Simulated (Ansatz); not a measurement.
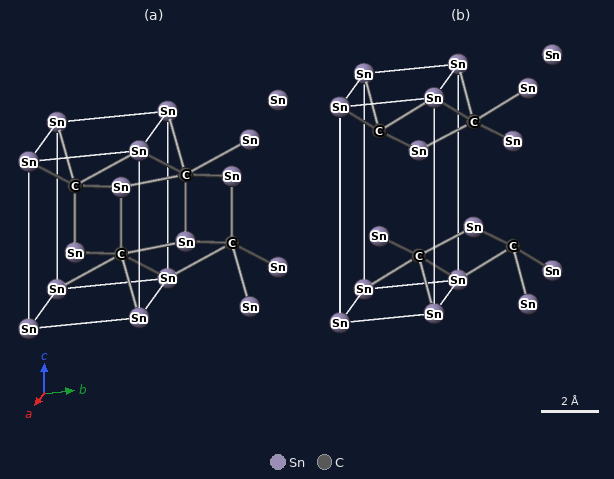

The structure of crystalline Sn3C2 (built on the A-type sesquioxide_164 type) (coarse preliminary run) before (left) and after (right) a relaxation, at one scale.

A ball-and-stick model of the cell of the calculation, repeated 1 × 2 × 1 with one cell outlined, seen from a free direction.

Case: A-type sesquioxide type (P-3m1, No. 164).

All numbers below come from Ansatz, DFT PBE, scalar-relativistic, plane waves, PAW. Settings: plane-wave cutoff 420 eV; k-point mesh 6 × 6 × 4; occupations gaussian; smearing width 0.1 eV; no spin polarisation; cell and atoms relaxed; force threshold 0.04 eV/Å; at most 70 steps.

Question: Describe what moved and what it gained.

Answer: After 13 accepted moves (15 points after the start) the energy has fallen by 457 meV per atom. Largest force component: 1.3 eV/Å at the start, 0.015 eV/Å at the end. Pressure: 4.71 GPa at the start and 0.11 GPa at the end. The SCF was repeated twice at an unchanged geometry on a basis and grid sized afresh for the cell, which shifted the energy by 25.4 meV per atom at most. The largest moves relative to the cell, 0.55 Å, are those of C atoms. Largest moves by element: C 0.55 Å, Sn 0.17 Å. Cell: a = b 4.061 → 3.460 Å (−14.8 %), c 6.319 → 8.160 Å (+29.1 %). Volume −6.3 %. Near-neighbour distances that change, for instance: C–Sn 2.527 → 3.982 Å, C–Sn 2.810 → 2.470 Å, C–Sn 2.446 → 2.369 Å. Bonds break: C–Sn (2.53 → 3.98 Å). Bond angles that change, for instance: C–Sn–C 112.3° → 93.8°, Sn–C–Sn 112.3° → 93.8°. The space group stays P-3m1 (No. 164). The run took 33 s on 1 thread of Intel(R) Xeon(R) 6975P-C (Granite Rapids) (shared host), peak memory 0.44 GiB.
